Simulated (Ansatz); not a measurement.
```xyz
4
charge 0, multiplicity 2
Cl   -1.6466    0.1778    0.8894
Si    0.1876   -0.4142    0.2000
Cl    0.2509   -0.2813   -1.8417
H     1.2082    0.5177    0.7524
```

What structure does this define?

It has 4 atoms: 2 chlorine, 1 hydrogen and 1 silicon (Cl2HSi). Its SMILES string is `Cl[SiH]Cl`. Among its groups: Si–H bond. This geometry has Cs symmetry. It is an open-shell species. Coordination: 1 Si trigonal pyramidal.

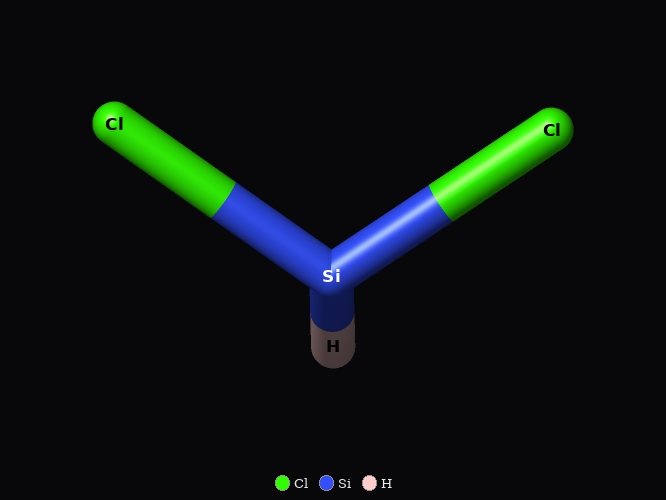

Figure made from data computed with Ansatz.
